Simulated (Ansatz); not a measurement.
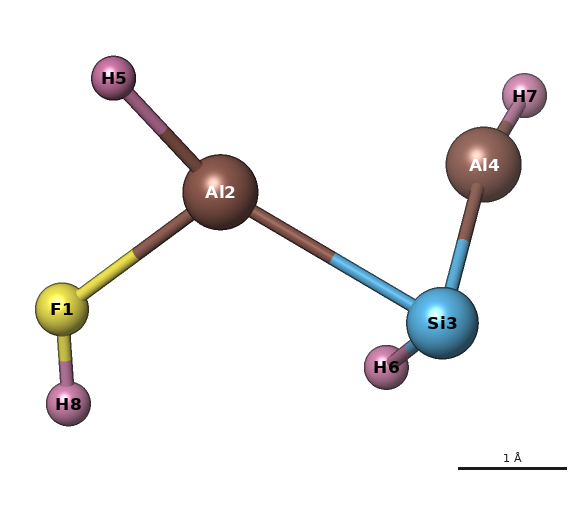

Numbered structure. State: charge +1, singlet. The computed structure is the end point of a PBE-D4/def2-SVP optimisation. No frequency run is at hand to confirm it as a minimum.

Which atoms are bonded, and how long are the bonds?

| bond | length (Å) |
| --- | --- |
| F1–Al2 | 2.032 |
| F1–H8 | 0.952 |
| Al2–Si3 | 2.394 |
| Al2–H5 | 1.583 |
| Si3–Al4 | 2.315 |
| Si3–H6 | 1.612 |
| Al4–H7 | 1.591 |
